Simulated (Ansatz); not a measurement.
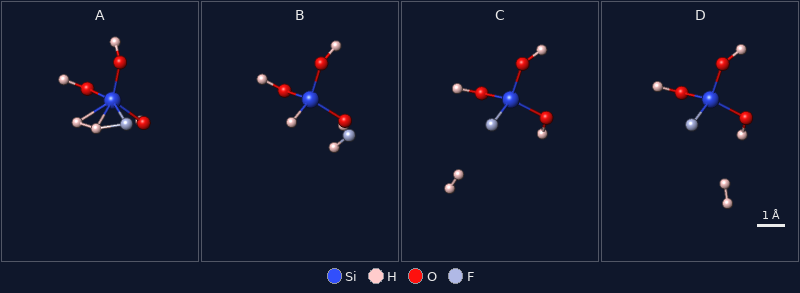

4 geometries from a converged minimum-energy path of SiH5O3F, shuffled. The picture is a ball-and-stick view, seen from a free direction.

Level of theory: Ansatz 0.2.0, RKS r2SCAN-D4/def2-SVP. Set-up: 9 movable images; climbing image; force threshold 0.05 eV/Å; iteration limit 60; starting path through a guess of the saddle point.

**Which of them lies highest in energy?**

A. In order along the path, whose images run from 0 to 10: B (image 2, +0.34 eV), A (image 4, +1.20 eV), C (image 8, −1.07 eV), D (image 10, −1.08 eV). Breaking: F–H (0.94 → 2.60 Å), H–Si (1.47 → 3.96 Å). Forming: H–H (3.08 → 0.76 Å), F–Si (3.21 → 1.62 Å).

Cost: 5.4 min on 4 threads of Intel(R) Xeon(R) Platinum 8259CL CPU @ 2.50GHz (Skylake/Cascade Lake), on a shared host, peak memory 0.19 GiB.
